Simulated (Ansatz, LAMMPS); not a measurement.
# Elastic response of glassy 58SiO2-9Al2O3-5FeO-7MgO-12CaO-7Na2O-2TiO2 (mol %) (127 atoms): runs compared

Aim: relax glassy 58SiO2-9Al2O3-5FeO-7MgO-12CaO-7Na2O-2TiO2 (mol %) (127 atoms), then change its volume to read the bulk modulus from the stress.

Computed with Ansatz 0.2.0: Kohn-Sham DFT, PBE, PAW (set soft_2), plane waves.

### 1. The cell as built

The cell holds 127 atoms: 25 Si, 8 Al, 2 Fe, 3 Mg, 5 Ca, 6 Na, 1 Ti and 77 O. Cell: a = 11.802 Å, b = 11.802 Å, c = 11.802 Å, α = 90.0°, β = 90.0°, γ = 90.0°. 127 atoms (25 Si, 8 Al, 2 Fe, 3 Mg, 5 Ca, 6 Na, 1 Ti, 77 O) placed at random at 2.6 g/cm³, melted at 3000 K for 20 ps at fixed volume with the Buckingham and Coulomb pair potential of Guillot and Sator (Geochim. Cosmochim. Acta 71, 1249 (2007)) with the boron terms of Wang et al. (J. Non-Cryst. Solids 498, 294 (2018)). Quenched from 3000 K to 300 K at 200 K/ps and fixed volume, held 10 ps at zero pressure, then minimised at fixed cell.

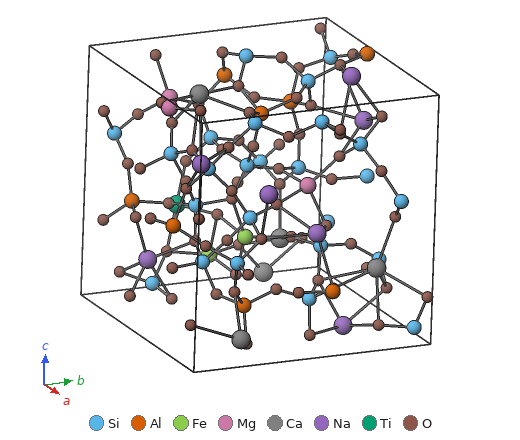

The cell as built. Some periodic images of atoms are drawn too.

Limits known from the start: The quench rate of 200 K/ps is orders of magnitude faster than experiment, which tends to freeze in extra defects. The network of bonds at the start is that of the classical potential that made the cell, and needn't be the one that DFT or experiment would give. Without a Hubbard term or exact exchange, open shells on Fe are likely too delocalised. Sampling is at Γ alone.

### 2. The reference run

The reference is a single point at the end of the relaxation.

Every strained cell starts from the geometry of this run, and its atoms are relaxed with the cell held.

Its input, with most atom lines left out:

```yaml
crystal:
  lattice:
    - [11.76781, 0.00668, -0.0588]
    - [0.00668, 12.0003, -0.28455]
    - [-0.0588, -0.28455, 12.14068]
  atoms:
    - { symbol: Si, position: [0.92314, 0.97408, 0.03014] }
    - { symbol: Si, position: [0.71879, 0.35596, 0.8947] }
    - { symbol: Si, position: [0.74113, 0.60837, 0.1491] }
    - { symbol: Si, position: [0.28825, 0.51106, 0.9755] }
    - { symbol: Si, position: [0.90553, 0.88996, 0.59035] }
    - { symbol: Si, position: [0.55065, 0.978, 0.20099] }
    - { symbol: Si, position: [0.07546, 0.07376, 0.66534] }
    [... atom lines 8 to 127 left out ...]
magnetization:
  spin_polarized: true
kpoints:
  mp_grid: { grid: [1, 1, 1] }
hamiltonian:
  xc: pbe
scf:
  occupations: { method: gaussian, width: 0.05 }
  lower_state_search: "off"
output:
  forces: true
  stress: true
  populations: true
  dos:
    method: { smearing: { sigma: 0.08 } }
    de: 0.1
    projected: { site_lists: { Al: [Al], Ca: [Ca], Fe: [Fe], Mg: [Mg], Na: [Na] } }
  eigenvalues: true
  write_density: true
  write_potential: true
  volumetric_format: npy
```

- free energy per atom: -781.6568 eV/atom
- r.m.s. force component: 0.0074 eV/Å
- pressure: 0.0009232 GPa
- total moment: 1.83e-10 μB

Filled and empty levels are parted by 0.451 eV (at Γ alone); a semilocal functional tends to put such gaps too low. In a disordered cell it changes from sample to sample, and tail or defect levels can set it.

### 3. The runs

Each row is one run, on 8 threads of Arm Neoverse V1, shared host. The free energy is the program's total, comparable only between runs with the same functional, potentials and atoms.

| run | atoms | outcome | ionic steps, all passes | free energy (eV) | time | host memory (GiB) |
| --- | --- | --- | --- | --- | --- | --- |
| Single point at the start | 127 | converged | - | -99265.185 | 79 s | 4.3 |
| Cell and atoms relaxed | 127 | converged | 32 | -99270.411 | 22 min | 4.7 |
| Single point at the relaxed geometry | 127 | converged | - | -99270.411 | 88 s | 4.6 |
| Volume -3 % | 127 | converged | 16 | -99270.169 | 11 min | 4.5 |
| Volume +3 % | 127 | converged | 9 | -99270.184 | 7.3 min | 4.9 |
| Volume -6 % | 127 | converged | 16 | -99269.435 | 11 min | 4.4 |
| Volume +6 % | 127 | converged | 21 | -99269.555 | 16 min | 5.0 |

In some runs the program notes that the SCF threshold is loose for the stress.

### 4. Pressure against volume

Atoms are relaxed at each volume, in the scaled cell.

| volume change (%) | volume (Å³/atom) | energy change (meV/atom) | pressure (GPa) | largest move on relaxing (Å) | bonds | gap (eV) |
| --- | --- | --- | --- | --- | --- | --- |
| -6 | 12.682 | 7.69 | 3.22 | 0.69 | 222 | 0.482 |
| -3 | 13.087 | 1.91 | 1.50 | 0.42 | 214 | 0.494 |
| +0 | 13.492 | 0.00 | 0.00 | - | 211 | 0.451 |
| +3 | 13.897 | 1.79 | -1.54 | 0.16 | 211 | 0.364 |
| +6 | 14.301 | 6.74 | -3.01 | 0.65 | 210 | 0.265 |

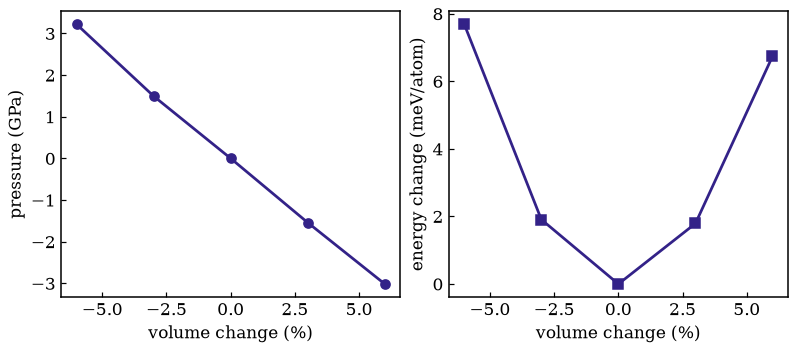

Pressure and energy against volume.

### 5. What came out

The bulk modulus, from the slope of pressure against ln V over the three points nearest the relaxed volume, is 50.6 GPa; between neighbouring points the slope runs 55, 49, 52 and 51 GPa from the smallest volume up, without a steady fall, so no pressure derivative is given. The count of bonds runs from 210 to 222 over the series, so at some points contacts cross the cutoffs. At -6 % and +6 % some atom moved by over 0.5 Å on relaxing, so those points may sit in another local minimum. The gap goes from 0.482 eV at the smallest volume to 0.265 eV at the largest, -1.9 eV per unit of ln V by a straight line, not monotonically (lowest 0.265, highest 0.494 eV), on the run's k-points.

**Limits.** Strains are finite and relaxations stop at the force tolerance of the input, which can leave moduli too stiff; they are those of a static cell at zero temperature. Volumes are changed with the cell's shape held, so in an anisotropic solid the modulus lies over the one under free hydrostatic load. The program notes that the SCF threshold of the relaxations is loose for the stress. In the spin-polarised runs the search for a state of lower energy was switched off. The run was spin polarised, started with 1 moments up and 1 down in a pattern of our own, ending at 0.0 μB in the cell; that starting order needn't be the real material's, and it bears on forces, charges and levels. With open d shells in the cell, the gap can be one between d levels of these ions, not the gap of the host.

The DFT runs together took 70 min of wall time.

[Logs are printed without paths, hosts, clocks, repeated set-up lines and the standing remarks that a program may print on its own settings, such as how far it seeks lower states.]

[Hosts, paths, dates, database ids (printed as entryN), source tags and the programs' standing remarks are cut or masked in the printed files.]
